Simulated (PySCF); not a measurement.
```xyz
15

C     2.2637    0.1820    0.4627
O     1.1119   -0.5989    0.3058
Si   -0.4439   -0.0328    0.2528
C    -0.7128    1.1189   -1.1864
C    -1.5599   -1.5126    0.2636
Cl   -0.7727    1.0797    1.9911
H     2.1822    0.8596    1.3310
H     3.1238   -0.4847    0.6258
H     2.4721    0.7936   -0.4342
H    -1.7508    1.4844   -1.2050
H    -0.5086    0.6011   -2.1368
H    -0.0499    1.9949   -1.1187
H    -1.3575   -2.1326    1.1494
H    -2.6165   -1.2066    0.2867
H    -1.3915   -2.1261   -0.6350
```

Geometry: PBE0-D3(BJ)/def2-SVP.

The calculation used PySCF, DFT single point, gas phase, functional M06-2X.

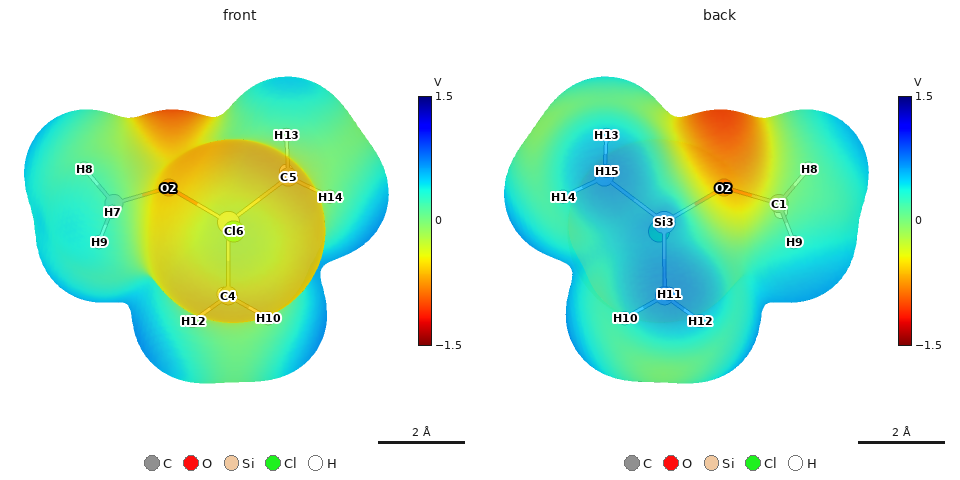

C₃H₉ClOSi (chloro-methoxy-dimethylsilane). The electrostatic potential painted on the density surface at 0.001 e/bohr³, seen from the front and from behind; red is negative and blue positive.

Question: Describe the electrostatic potential map.

Answer: The most negative region (about −1.0 V) lies over O2, the most positive (about +0.7 V) over the H and Si atoms.
